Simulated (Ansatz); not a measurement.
**Mg2Si (antifluorite type, space group Fm-3m), energy against volume**

Mg₂Si (antifluorite type, space group Fm-3m)

```xyz
3
Lattice="0.0000 3.1823 3.1823 3.1823 0.0000 3.1823 3.1823 3.1823 0.0000" Properties=species:S:1:pos:R:3 pbc="T T T"
Si     0.0000     0.0000     0.0000
Mg     1.5912     1.5912     1.5912
Mg     4.7735     4.7735     4.7735
```

E(V) scan at fixed shape, V₀ the volume above. Symmetry pins the atoms to their sites.

These are PBE (plane waves to 420 eV, PAW, scalar-relativistic; Ansatz, a quantum-chemistry and plane-wave program) values and carry that method's errors. k mesh 9×9×9 (Γ-centred), Fermi-Dirac smearing 0.05 eV. The energy includes the smearing's −TS. Mg2Si was relaxed with its symmetry unable to fall. ΔE is measured from the relaxed starting cell.

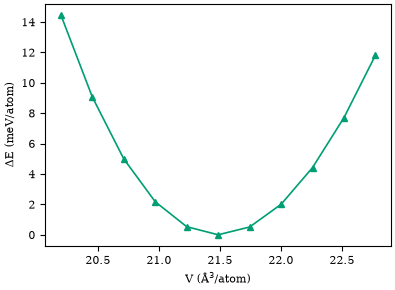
Fig. 1. ΔE (meV/atom) against V (Å³/atom); one marker a computed point.

The energy cost of the largest compression is 14.5 meV/atom and the energy cost of the largest expansion is 11.8 meV/atom. The pressure for 5 % compression (fit) comes out as 3.1 GPa. The pressure at the smallest volume comes out as 3.79 GPa and the equilibrium volume of the fit is 21.49 Å³/atom.

P = (3B₀/2)(x⁷ − x⁵)[1 + ¾(B₀′ − 4)(x² − 1)] with x = (1/0.95)^(1/3), B₀ = 54.0 GPa and B₀′ = 4.05.

(Under strain, the slope of the energy per volume gives the stress and its curvature an elastic modulus.)
